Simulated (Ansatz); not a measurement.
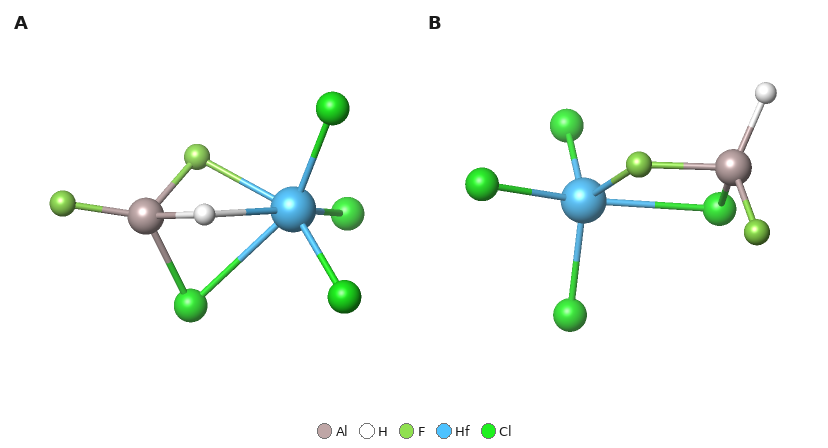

2 stationary structures of one formula. Charge 0, singlet. Geometries: PBE0-D4/def2-TZVP. Electronic energies: RHF-CCSD(T) (frozen core)/def2-SVP (Ansatz 0.2.0), without zero-point energy. Each is one conformer, not always the lowest.

Question: Rank them by energy, lowest first.

Answer: B is lowest (a minimum); A lies 29.7 kJ/mol above it (a minimum).

Give E(B) − E(A) in kJ/mol at these levels too: PBE-D4/def2-SVP; PBE0-D4/def2-TZVPP; B3LYP-D4/def2-TZVPP; ωB97X-V/def2-TZVPP; direct RPA on PBE orbitals (frozen core)/def2-TZVPP; PBE-D4/def2-TZVPP; BLYP-D4/def2-TZVPP; SPW92 (LDA)/def2-TZVPP.

```json
{"level": "PBE-D4/def2-SVP", "E(B) − E(A) (kJ/mol)": "−28.7"}
{"level": "PBE0-D4/def2-TZVPP", "E(B) − E(A) (kJ/mol)": "−19.7"}
{"level": "B3LYP-D4/def2-TZVPP", "E(B) − E(A) (kJ/mol)": "−29.6"}
{"level": "ωB97X-V/def2-TZVPP", "E(B) − E(A) (kJ/mol)": "−21.7"}
{"level": "direct RPA on PBE orbitals (frozen core)/def2-TZVPP", "E(B) − E(A) (kJ/mol)": "−15.7"}
{"level": "PBE-D4/def2-TZVPP", "E(B) − E(A) (kJ/mol)": "−20.2"}
{"level": "BLYP-D4/def2-TZVPP", "E(B) − E(A) (kJ/mol)": "−31.2"}
{"level": "SPW92 (LDA)/def2-TZVPP", "E(B) − E(A) (kJ/mol)": "−11.7"}
```
